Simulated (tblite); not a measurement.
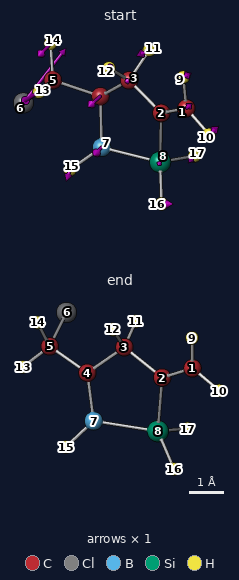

The structure of C5H9BClSi (multiplicity 2) before (top) and after (bottom) a relaxation, at one scale. The purple arrows give the displacements, at their true length.

A ball-and-stick model, seen at a tilt.

These are results of GFN2-xTB geometry optimisation, gas phase in tblite 0.8.0, not measurements. 

Q: Describe what moved and what it gained.

A: After 139 geometry steps the energy has fallen by 1.413 eV. Cl6 moves most after the best rigid fit: 2.12 Å. By element the largest moves are Cl 2.12 Å, H 1.53 Å, C 0.78 Å, B 0.68 Å, Si 0.17 Å. Some distances before and after: C4–B7 1.563 → 1.484 Å, C2–Si8 1.844 → 1.908 Å, C5–Cl6 1.775 → 1.826 Å, C3–C4 1.454 → 1.497 Å. Bond angles that change, for instance: C5–C4–B7 110.5° → 125.1°, H16–Si8–H17 115.6° → 105.4°, B7–Si8–H17 112.0° → 121.0°.
